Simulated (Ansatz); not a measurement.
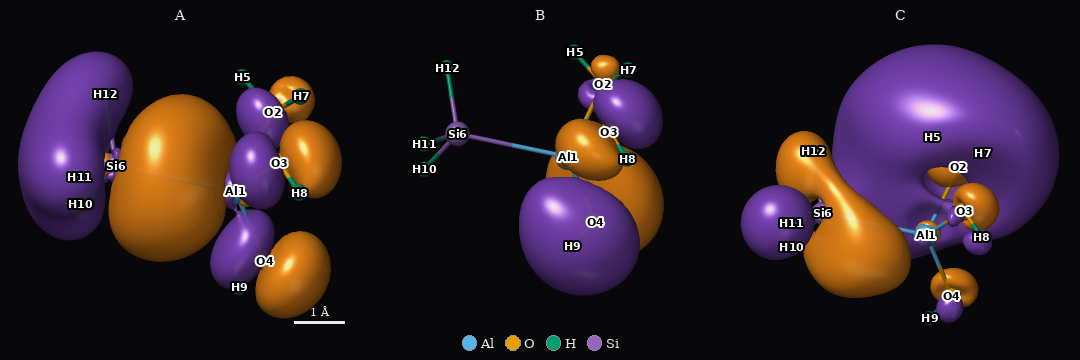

Figure 1: AlH7O3Si. Three frontier orbitals at ±0.06 Å⁻³ᐟ² (orange and purple are the two phases), in no order.

The product side of a reaction path; geometry: PBE0-D4/def2-TZVP.

The calculation used RKS PBE0-D4/def2-TZVPP in Ansatz.

Input

```
crystal:
  periodic: [false, false, false]
  atoms:
    - {symbol: Al, position_ang: [-0.091702, -0.541479, 0.434814]}
    - {symbol: O, position_ang: [0.873319, -1.192350, -1.185318]}
    - {symbol: O, position_ang: [1.387794, -0.865609, 1.272982]}
    - {symbol: O, position_ang: [-1.372629, -1.617653, 0.774808]}
    - {symbol: H, position_ang: [1.069536, -0.523332, -1.850898]}
    - {symbol: Si, position_ang: [-0.600607, 1.773866, -0.229253]}
    - {symbol: H, position_ang: [1.704322, -1.420921, -0.732726]}
    - {symbol: H, position_ang: [1.421849, -1.162171, 2.179813]}
    - {symbol: H, position_ang: [-2.283036, -1.412018, 0.574123]}
    - {symbol: H, position_ang: [-2.016219, 1.985259, -0.658748]}
    - {symbol: H, position_ang: [-0.322652, 2.787598, 0.829798]}
    - {symbol: H, position_ang: [0.229922, 2.188909, -1.409396]}
basis:
  gaussian: {orbitals: def2-TZVPP}
hamiltonian: {xc: pbe0, dispersion: d4}
output: {orbitals: {seedname: orbitals}}
```

Run with:

```sh
ansatz run in.yaml --threads 8 --pin off --events-out ev --progress --plain --max-ram 19148MiB
```

### Order the three orbitals by energy and name them.

B is the HOMO−1 (−8.52 eV). Its weight (Hirshfeld) is mainly on O4 (about 75 %) and O3 (about 5 %); largely a lone pair of O4. A is the HOMO (−7.15 eV). It lies mainly on Si6 (about 40 %), Al1 (about 25 %), O4 (about 10 %) and O3 (about 5 %). C is the LUMO (−0.26 eV). Its weight (Hirshfeld) is mainly on H5 (about 25 %), O2 (about 20 %), Al1 (about 15 %), Si6 (about 15 %) and H7 (about 15 %).

### What is the HOMO–LUMO gap?

6.89 eV between the orbital energies.
